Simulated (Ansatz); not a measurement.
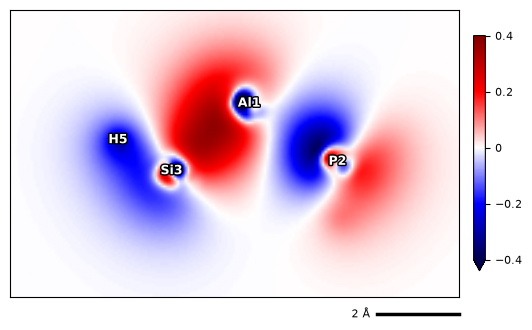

AlH₆PSi (charge +1, doublet). One frontier orbital on the plane of atoms Al1, Si3 and H5 (values in Å⁻³ᐟ²; the overall sign is arbitrary).

Geometry: PBE0-D3(BJ)/def2-SVP.

Computed with isolated molecule in a Gaussian basis; Kohn-Sham density functional theory, functional PBE0 in Ansatz.

```xyz
9

Al   -0.1006   -0.2857   -0.1819
P    -2.6624   -0.1652    0.0276
Si    0.6890   -1.4562    1.8746
H     0.2270   -0.5967    3.0046
H     2.1675   -1.5937    1.8163
H    -0.0191   -2.7708    1.8647
H    -3.3247   -1.0936   -0.8126
H    -3.2357    1.0586   -0.3940
H    -3.3036   -0.3839    1.2729
```

Which orbital is it: HOMO (β) or LUMO (β)?

Answer. The HOMO (β), at −12.55 eV. It lies mainly on Al1 (about 40 %), Si3 (about 30 %) and P2 (about 20 %).
